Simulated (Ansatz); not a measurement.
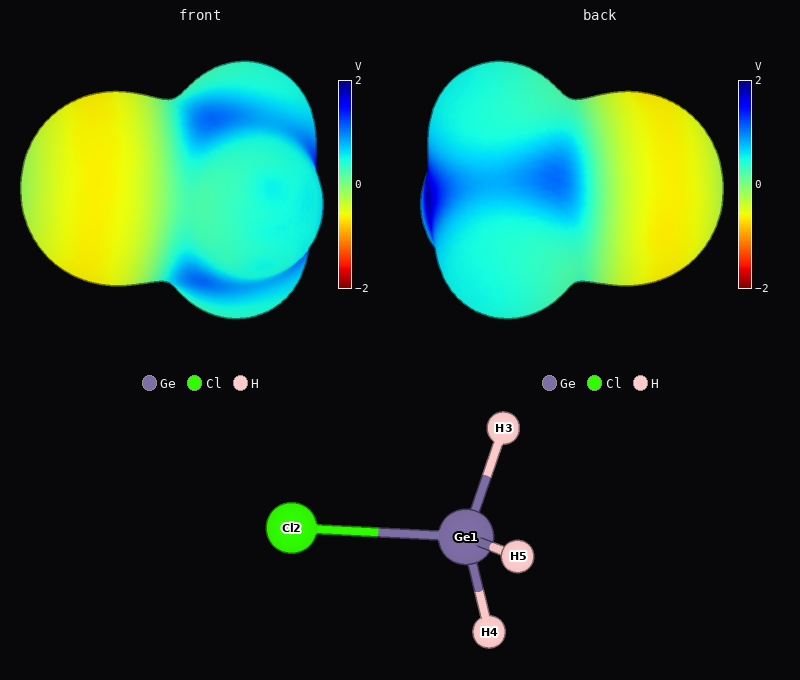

The picture shows: ClGeH₃. The molecular electrostatic potential painted on the density surface at 0.002 e/bohr³, seen from the front and from behind; the colour scale runs from red (negative) to blue (positive). The bare structure is drawn below in the same view.

The calculation used Ansatz 0.2.0, RKS PBE/def2-SVP.

Input file:

```
crystal:
  periodic: [false, false, false]
  atoms:
    - { symbol: Ge, position_ang: [0.0, 0.0, 0.0] }
    - { symbol: Cl, position_ang: [0.0, 0.0, 2.22] }
    - { symbol: H, position_ang: [1.4616, 0.0, -0.5162] }
    - { symbol: H, position_ang: [-0.73, 1.2648, -0.5162] }
    - { symbol: H, position_ang: [-0.73, -1.2648, -0.5162] }
basis:
  gaussian: { orbitals: def2-SVP }
hamiltonian:
  xc: pbe
relax:
  f_tol: 0.02
  max_steps: 40
output:
  orbitals: {}
```

Command:

```sh
ansatz run input.yaml --threads 1 --pin off --max-ram 2048MiB --backend cpu --events-out ev --progress --plain --runs-dir out
```

The fields are those of the run's last geometry, not of the input's.

### Where is the surface potential most negative and most positive?

The most negative region (about −0.6 V) lies over Cl2, the most positive (about +1.8 V) over Ge1.
